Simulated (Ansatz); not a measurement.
# BH2SCl (SMILES SBCl) at SVWN5/STO-3G

What is the energy change on altering one bond length of BH2SCl at SVWN5/STO-3G? 

The results are computed with Ansatz 0.2.0.

61 further runs of the same task are left out: 1 that didn't finish, 60 set aside as unsound or not needed.

## 1. The system as given

The species is BH2SCl (5 atoms), meant as a singlet with charge 0. As SMILES, `SBCl`. The shape is that of a PBE0-D4/def2-TZVP optimisation. This is one conformer, not always the lowest.

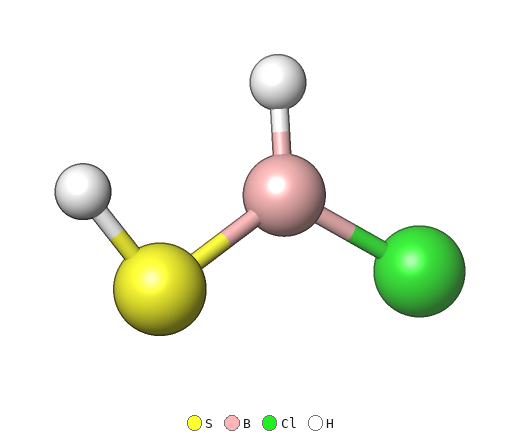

Viewed from a chosen angle; sulfur yellow, boron pink, chlorine green, hydrogen white.

## 2. The energy at SVWN5/STO-3G

Input file run.yaml:

```yaml
crystal:
  periodic: [false, false, false]
  atoms:
    - symbol: S
      position_ang: [-1.294500, -0.008800, -0.323500]
    - symbol: B
      position_ang: [0.402900, -0.217800, 0.164700]
    - symbol: Cl
      position_ang: [0.888700, -1.738900, 0.868900]
    - symbol: H
      position_ang: [-1.157600, 1.248200, -0.777100]
    - symbol: H
      position_ang: [1.210400, 0.643400, 0.025700]
basis:
  gaussian:
    orbitals: STO-3G
hamiltonian:
  xc: {name: SVWN5}
accuracy: high
```

Command:

```bash
ansatz run run.yaml --threads 1 --pin off --max-ram 2610MiB --events-out events.jsonl --progress --plain --runs-dir runs
```

Log:

```text
Warning: RAYON_NUM_THREADS=1 ignored (pool sized by the plan → 1); use --threads N
Functional definition: SVWN5
  name "SVWN5"
  exchange = slater_x
  correlation = vwn5_c
450 factors; integrals over basis functions are off by at most 2.0e-8 eV
mean field evaluation 1: about -23715.6198 eV, gradient 1.1e1 eV
mean field evaluation 2: about -23715.0714 eV, gradient 1.7e1 eV
mean field evaluation 4: about -23716.2028 eV, gradient 1.3e0 eV
mean field evaluation 8: about -23716.1610 eV, gradient 1.3e-2 eV
mean field evaluation 16: about -23716.1610 eV, gradient 1.9e-8 eV
mean field -23716.16102551 eV, -871.5528422962 hartree, gradient 1.9e-8 eV, S^2 0.000000; 0 other end points of the search recorded, 0 dependent functions left out
reference -23716.16102722 eV, -871.5528423591 hartree; 20, 20 occupied and 5, 5 virtual orbitals, 450 factors
Total energy: -23716.16102722 eV, -871.5528423591 hartree
```

It took 0.93 s on 1 thread of Arm Neoverse V1, shared host; peak memory 0.096 GiB.

## 3. The distorted shape

Input file molecule.yaml:

```yaml
crystal:
  periodic: [false, false, false]
  atoms:
    - {symbol: S, position_ang: [-1.328728, -0.323082, -0.210089]}
    - {symbol: B, position_ang: [0.368672, -0.532082, 0.278111]}
    - {symbol: Cl, position_ang: [0.854472, -2.053182, 0.982311]}
    - {symbol: H, position_ang: [-1.157600, 1.248200, -0.777100]}
    - {symbol: H, position_ang: [1.176172, 0.329118, 0.139111]}
basis:
  gaussian:
    orbitals: STO-3G
hamiltonian:
  xc: {name: SVWN5}
accuracy: high
```

Command:

```bash
ansatz run molecule.yaml --threads 1 --pin off --max-ram 2610MiB --events-out events.jsonl --progress --plain --runs-dir runs
```

Log:

```text
Warning: RAYON_NUM_THREADS=1 ignored (pool sized by the plan → 1); use --threads N
[... 4 set-up lines as earlier in the session ...]
449 factors; integrals over basis functions are off by at most 7.2e-9 eV
mean field evaluation 1: about -23714.6931 eV, gradient 1.1e1 eV
mean field evaluation 2: about -23714.0257 eV, gradient 1.7e1 eV
mean field evaluation 4: about -23715.2920 eV, gradient 1.2e0 eV
mean field evaluation 8: about -23715.2337 eV, gradient 2.4e-2 eV
mean field evaluation 16: about -23715.2337 eV, gradient 1.5e-8 eV
mean field -23715.23368925 eV, -871.5187633172 hartree, gradient 1.7e-8 eV, S^2 0.000000; 0 other end points of the search recorded, 0 dependent functions left out
reference -23715.23369098 eV, -871.5187633809 hartree; 20, 20 occupied and 5, 5 virtual orbitals, 449 factors
Total energy: -23715.23369098 eV, -871.5187633809 hartree
```

Wall time 0.97 s (1 thread of Arm Neoverse V1, shared host); peak memory 0.096 GiB.

## 4. What came out

Level: SVWN5/STO-3G.

| quantity | value |
| --- | --- |
| first shape: total energy | -871.55284 Eh |
| distorted shape: total energy | -871.51876 Eh |
| energy change with the S1–H4 bond stretched from 1.343 to 1.679 Å | 0.927 eV |

**Reading.** With the S1–H4 bond stretched from 1.343 to 1.679 Å the energy rises by 0.93 eV (89.5 kJ/mol). The first shape isn't relaxed at this level, so the change isn't measured from a minimum. The minimal basis adds a large error of its own.
